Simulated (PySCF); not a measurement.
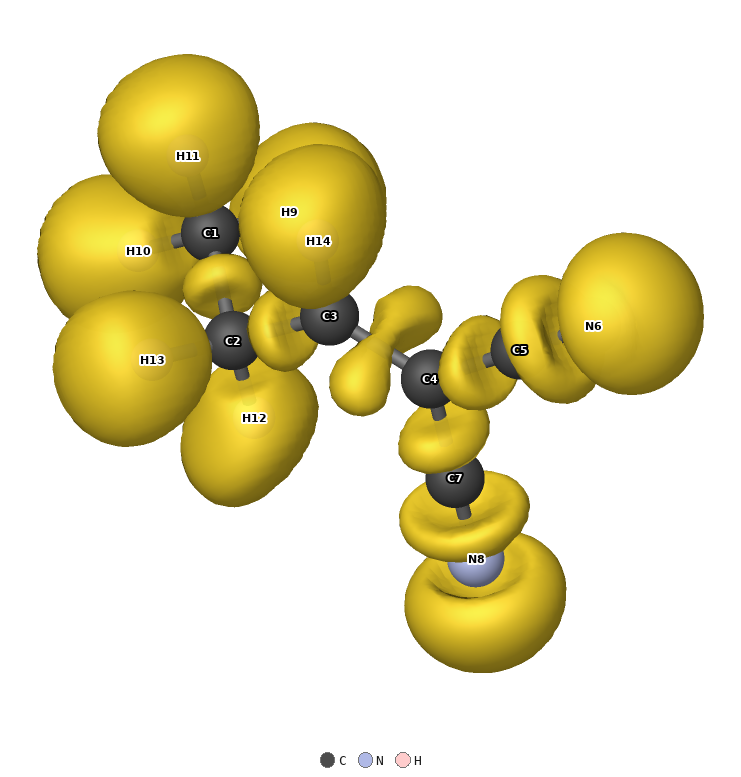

*C6H6N2 (SMILES CCC=C(C#N)C#N). Isosurface of the electron localisation function at 0.8 (yellow), seen at an oblique angle. Core shells and regions of very low density are left out.*

Geometry: GFN2-xTB.

All numbers below come from PySCF 2.14.0, PBE0/pcSseg-1, SCF density, gas phase, non-relativistic.

```yaml
atoms:
  - { symbol: C, position_ang: [-1.6907, -0.3493, -1.1596] }
  - { symbol: C, position_ang: [-0.3237, -0.8311, -0.6665] }
  - { symbol: C, position_ang: [-0.0103, -0.2416, 0.6594] }
  - { symbol: C, position_ang: [1.0655, 0.5211, 0.9223] }
  - { symbol: C, position_ang: [1.2976, 1.0679, 2.2101] }
  - { symbol: N, position_ang: [1.4779, 1.5094, 3.2510] }
  - { symbol: C, position_ang: [2.0464, 0.8383, -0.0519] }
  - { symbol: N, position_ang: [2.8403, 1.1018, -0.8341] }
  - { symbol: H, position_ang: [-1.6896, 0.7314, -1.2826] }
  - { symbol: H, position_ang: [-1.9207, -0.8054, -2.1185] }
  - { symbol: H, position_ang: [-2.4715, -0.6174, -0.4514] }
  - { symbol: H, position_ang: [0.4496, -0.5742, -1.3933] }
  - { symbol: H, position_ang: [-0.3517, -1.9205, -0.5625] }
  - { symbol: H, position_ang: [-0.7197, -0.4308, 1.4557] }
```

What do the ELF domains correspond to?

At this value the surface marks out five regions between bonded C–C atoms (shared pairs), two regions between bonded C–N atoms (shared pairs), six regions around hydrogen nuclei and two lobes on N, pointing away from the bonds (lone pairs). Profiles from the grid: C–N (1.14 Å): the ELF peaks at about 0.85 between the atoms (a short, multiple covalent bond). C–C (1.34 Å): the ELF peaks at about 0.95 between the atoms (a multiple bond).
